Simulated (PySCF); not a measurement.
Consider C5H6ClNSi.

Input file:

```
{"job": {"kind": "nmr", "xc": "PBE0", "basis": "pcSseg-1"}, "charge": 0, "multiplicity": 1}
C      1.873625     1.005767    -0.346656
Si     0.715124    -0.455295    -0.012896
Cl     1.733668    -2.094623     0.583291
C     -0.744140    -0.758791    -1.249295
C     -1.690254    -0.356762    -0.156153
C     -0.921940    -0.083961     0.913142
C     -1.289425     0.338890     2.188611
N     -1.539981     0.694202     3.253000
H      1.322279     1.882413    -0.670576
H      2.596414     0.758638    -1.118307
H      2.426033     1.271405     0.549642
H     -0.812456    -0.115485    -2.125730
H     -0.905922    -1.781287    -1.588712
H     -2.763703    -0.305583    -0.241527
```

Command:

```sh
OMP_NUM_THREADS=1 python probes_run.py task.json out
```

Geometry: GFN2-xTB.

Level of theory: PySCF 2.14.0, PBE0/pcSseg-1, SCF density, gas phase, non-relativistic.

Question: Predict the electron density and electron localisation function between the atoms.

Answer: C–N (1.15 Å): the density is about 3.5 e/Å³ at the midpoint; the ELF peaks at about 0.90 between the atoms: a multiple bond.
C–C (1.34 Å): the density is about 2.2 e/Å³ at the midpoint; the ELF peaks at about 0.90 between the atoms (a short, multiple covalent bond).
C–Si (1.92 Å): ρ is about 0.85 e/Å³ halfway; the ELF peaks at about 0.95 between the atoms, as expected for localised, covalent bonding.
C–H (1.08 Å): ρ at the midpoint is about 2.1 e/Å³; the ELF climbs to about 1 towards the hydrogen, as it does in any bond to H; a covalent bond by its length.

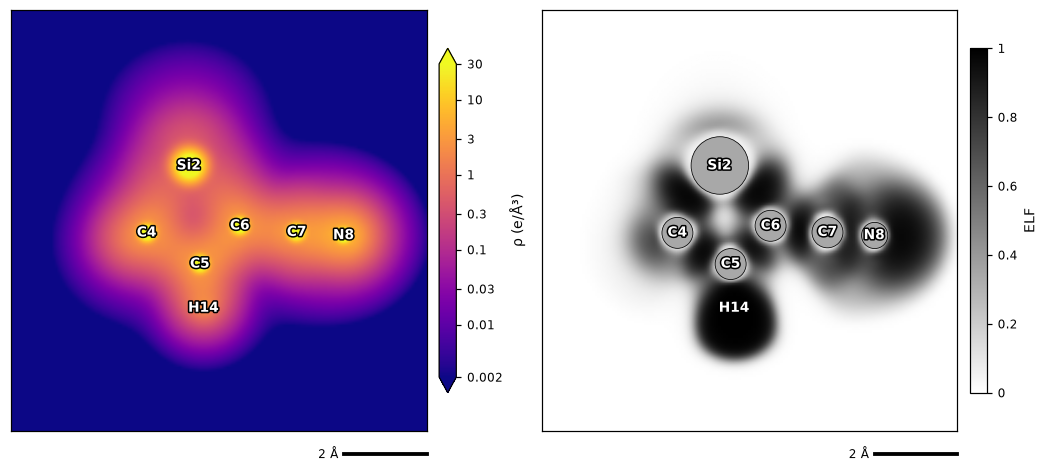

Computed electron density and electron localisation function on the plane of atoms Si2, C6 and C5, in this order. Grey discs cover the atomic cores in the ELF map. 
